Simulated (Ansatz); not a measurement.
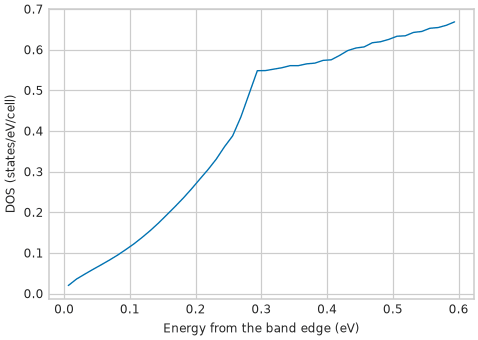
Fig. 1. Density of states of KTaO3 (Pm-3m) above the conduction band minimum, PBEsol with spin-orbit coupling, rigid bands (Ansatz, a quantum-chemistry and plane-wave program); cell volume 63.3 Å³.

**Question.** What effective density of states at 300 K does this give (∫ g(E) exp(−E/k_BT) dE, both spins, divided by the cell's size)?

**Answer.** 1.7e19 cm⁻³, a density-of-states mass of 0.76 mₑ, valleys and band degeneracy included.

Geometry: cell and atoms relaxed with PBEsol.
